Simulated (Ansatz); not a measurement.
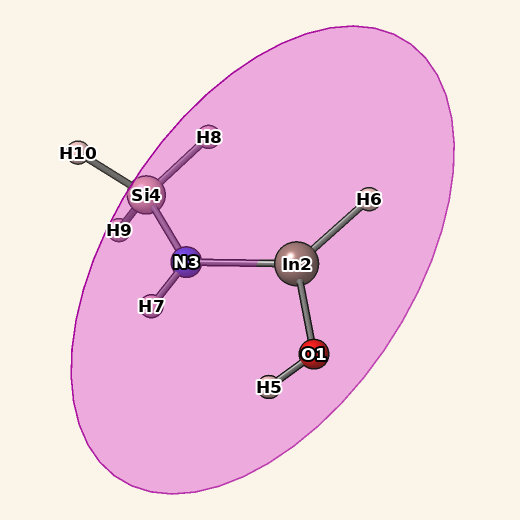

A disc through the centre of mass is drawn in. Atoms fade into the background with distance from the viewer. Computed geometry: PBE0-D4/def2-TZVP optimisation.

> Is the plane of the disc a mirror plane of the structure?

No. The point group is Cs, with 1 mirror plane, and this plane isn't one of its mirror planes.
